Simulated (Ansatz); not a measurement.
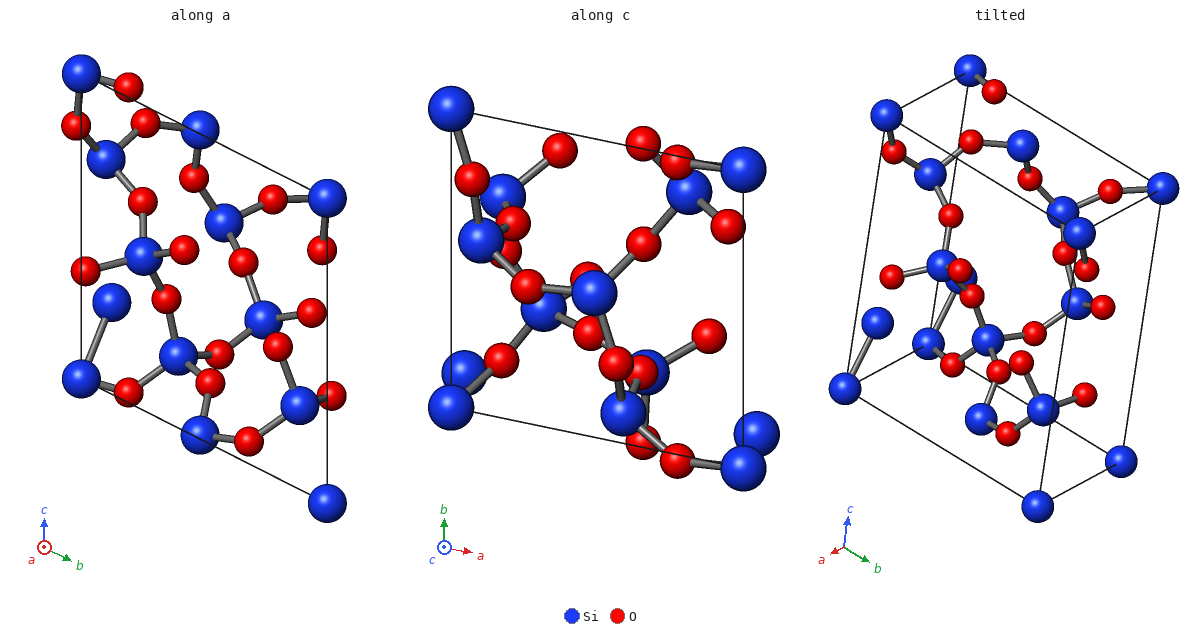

Ball-and-stick drawing of the structure, looking along the a axis, along the c axis and slightly off an axis. Lines trace the edges of the simulation cell. Cell: a = 7.189 Å, b = 7.189 Å, c = 8.731 Å, α = 114.31°, β = 114.31°, γ = 90.00°.

Formula: Si₃O₅. Its symmetry is the lowest possible, P1. One cell contains 9 Si, 15 O, 24 atoms in all. Around each O lie two Si in a bent arrangement at about 1.6 to 1.7 Å. The bonds build a three-dimensional framework.

Origin of the cell: a structure listed in the Materials Project, repeated into a supercell with a point defect put in. The atoms were relaxed in a fixed cell with DFT PBE, scalar-relativistic, plane waves, PAW (Ansatz).
